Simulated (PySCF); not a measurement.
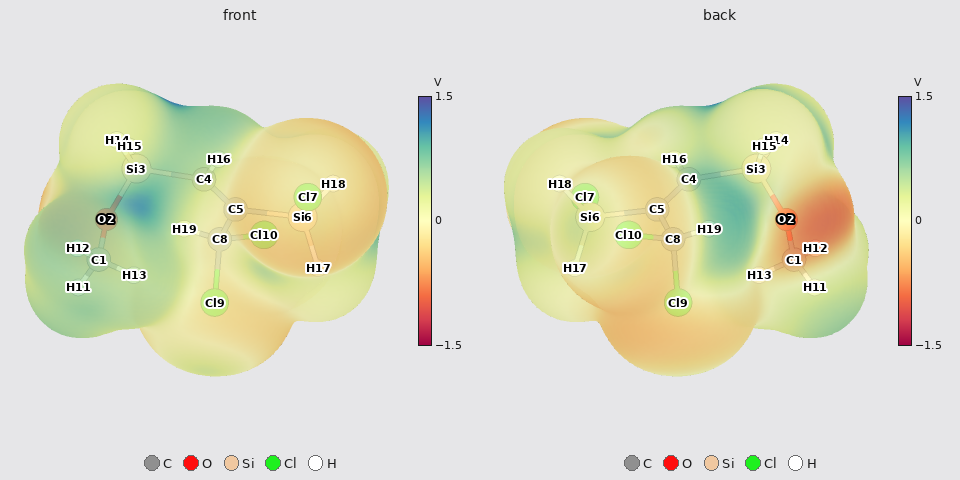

Figure. C4H9Cl3OSi2 (SMILES CO[SiH2]/C=C(/[SiH2]Cl)C(Cl)Cl). The electrostatic potential painted on the density surface at 0.001 e/bohr³, seen from the front and from behind; red is negative and blue positive.

Geometry: GFN2-xTB.

All numbers below come from PySCF, PBE0/pcSseg-1, SCF density, gas phase, non-relativistic.

Input file:

```
{"job": {"kind": "nmr", "xc": "PBE0", "basis": "pcSseg-1"}, "charge": 0, "multiplicity": 1}
C     -2.601415    -0.067975     1.211719
O     -2.226625    -0.826101     0.097676
Si    -1.563521    -0.368779    -1.309291
C      0.109828     0.499277    -1.081445
C      1.133774     0.118183    -0.314563
Si     2.767216     1.075753    -0.168865
Cl     2.374835     2.988384    -0.667848
C      1.059644    -1.131867     0.487317
Cl     0.877303    -0.718585     2.215328
Cl     2.551891    -2.073560     0.286833
H     -2.960593    -0.755923     1.977767
H     -3.399142     0.631325     0.952201
H     -1.751742     0.495125     1.604356
H     -2.407457     0.580847    -2.037941
H     -1.440665    -1.679144    -1.932383
H      0.245553     1.427005    -1.624631
H      3.269325     1.049841     1.198942
H      3.730845     0.543312    -1.127904
H      0.221140    -1.777866     0.225270
```

Run with:

```sh
OMP_NUM_THREADS=1 python probes_run.py task.json out
```

Describe the electrostatic potential map.

The most negative region (about −0.9 V, or −21 kcal/mol for a unit charge) lies over O2, the most positive (about +1.1 V, or +25 kcal/mol for a unit charge) over Si3. Cl9 shows a σ-hole: about +0.4 V, or +9 kcal/mol for a unit charge at the tip opposite its bond, against about −0.2 V on its flanks. Cl10 shows a σ-hole: about +0.4 V, or +9 kcal/mol for a unit charge at the tip opposite its bond, against about −0.2 V on its flanks.

How polar is the molecule by this calculation?

Its dipole moment is 1.37 D.
